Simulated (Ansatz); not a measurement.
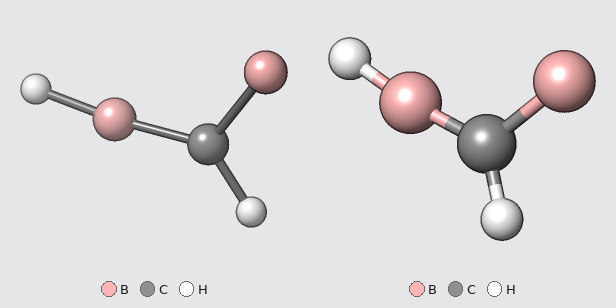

Two views of one molecule.

What does the picture show?

It has 5 atoms: 1 carbon, 2 hydrogen and 2 boron (CH₂B₂). The point group is Cs. All atoms lie on one plane. Coordination: 1 C trigonal planar; 1 B linear.

More results for the same structure follow; atom numbers are the same in all pictures, views and colours differ. The computed structure is the end point of a PBE0-D4/def2-TZVP optimisation. No frequency run is at hand to confirm it as a minimum.

### Dipole moment

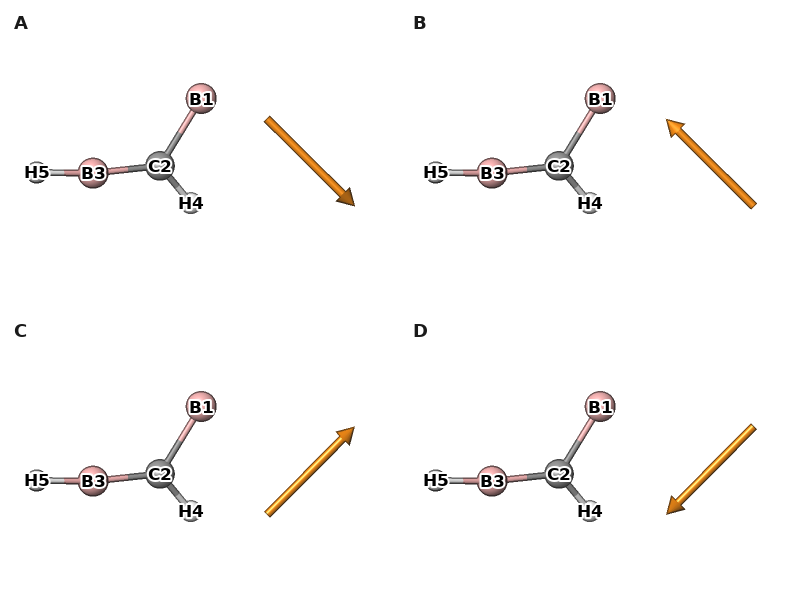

The same molecule four times, each with an arrow. No frequency run is at hand to confirm it as a minimum. Method: RKS PBE0-D4/def2-TZVP (Ansatz 0.2.0).

Which arrow points along the dipole moment, from the negative to the positive end?

D. The dipole moment is 3.81 D; it points from the side of B1 to the side of H5 (the outermost atoms at the two ends).

### Charges

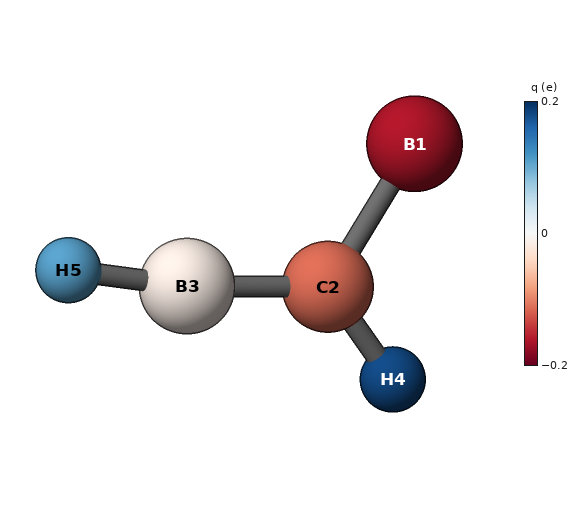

Atoms are coloured by their Mulliken charges. No frequency run is at hand to confirm it as a minimum. Method: RKS PBE0-D4/def2-TZVP (Ansatz 0.2.0).

Which atom carries the highest charge (most positive or least negative)?

H4 (0.18 e).

And the lowest?

B1 (−0.16 e).

Give the Mulliken charges atom by atom.

```json
{"atom": "B1", "value (e)": "−0.16"}
{"atom": "C2", "value (e)": "−0.11"}
{"atom": "B3", "value (e)": "−0.01"}
{"atom": "H4", "value (e)": "0.18"}
{"atom": "H5", "value (e)": "0.11"}
```

### Electronic properties

No frequency run is at hand to confirm it as a minimum. Properties computed with RKS PBE0-D4/def2-TZVPP (Ansatz 0.2.0).

Give the HOMO–LUMO gap at this level.

3.61 eV.

What is the HOMO energy (Kohn–Sham orbital)?

−6.07 eV.

Mulliken values depend strongly on the basis set and can even reverse the polarity of a bond.
